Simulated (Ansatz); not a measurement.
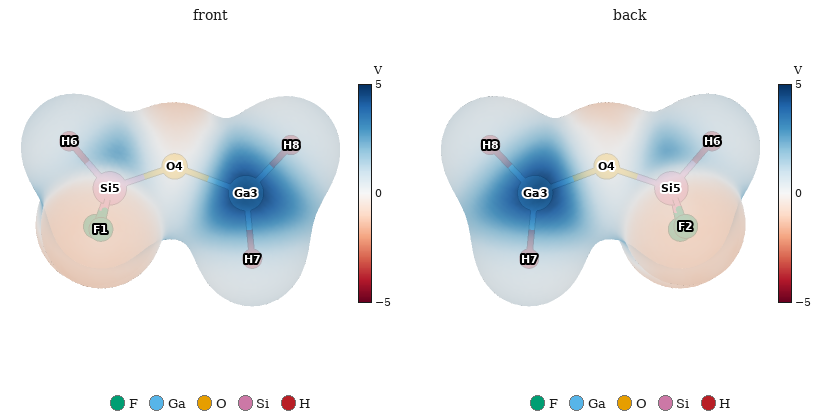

*F2GaH3OSi. The molecular electrostatic potential painted on the density surface at 0.004 e/bohr³, seen from the front and from behind; the colour scale runs from red (negative) to blue (positive).*

Geometry: PBE0-D4/def2-SVP.

These are results of Ansatz, isolated molecule in a Gaussian basis; Kohn-Sham density functional theory, functional PBE0, not measurements.

Input file:

```
basis:
  gaussian:
    orbitals: def2-TZVPD
crystal:
  periodic: [false, false, false]
  atoms:
    - {symbol: F, position_ang: [1.200626, -1.766215, 1.054569]}
    - {symbol: F, position_ang: [-1.225119, -2.563384, 0.764440]}
    - {symbol: Ga, position_ang: [-0.691229, 0.707224, -1.139415]}
    - {symbol: O, position_ang: [-0.684950, 0.021641, 0.528318]}
    - {symbol: Si, position_ang: [-0.332271, -1.342048, 1.323976]}
    - {symbol: H, position_ang: [-0.548595, -1.211735, 2.773928]}
    - {symbol: H, position_ang: [-0.208706, -0.251511, -2.269501]}
    - {symbol: H, position_ang: [-1.188245, 2.180916, -1.179155]}
hamiltonian:
  xc: pbe0
output: {forces: true, orbitals: {seedname: orbitals}}
```

Launched as:

```sh
ansatz run input.yaml --threads 2 --pin off --max-ram 5220MiB --events-out events.jsonl --progress --plain --runs-dir runs
```

Q: Describe the electrostatic potential map.

A: The most negative region (about −1.0 V, or −23 kcal/mol for a unit charge) lies over F1 and F2, the most positive (about +4.8 V, or +111 kcal/mol for a unit charge) over Ga3.

Q: What dipole moment does the calculation give?

A: Its dipole moment is 2.41 D.
